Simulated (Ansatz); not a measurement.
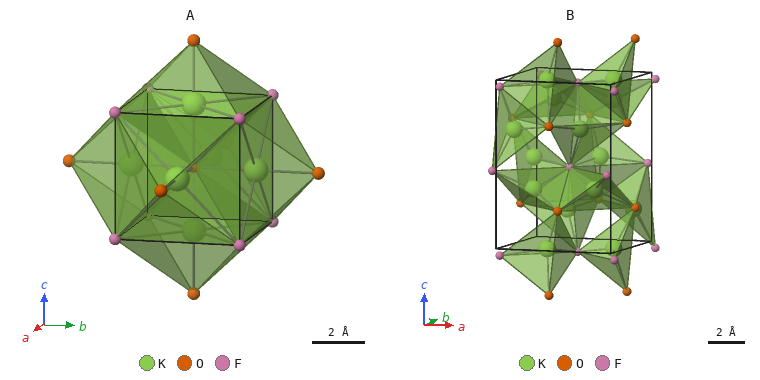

Two structures of K$_{3}$OF, each relaxed to rest (conventional cells in solid outline, small ones repeated, not to one scale). Method: DFT, PBEsol, plane waves, PAW in Ansatz, without spin polarisation.

> Identify the two structures.

A: cubic antiperovskite, Pm-3m. B: 20 atoms a cell on a primitive orthorhombic lattice, Pna2_1.

> Which form lies lower?

B is lower, by 182 meV/atom at this level of theory (energies at zero smearing). Volumes: A 25.6, B 21.6 Å³/atom.

One or both may be structure types tried for this composition rather than known phases.
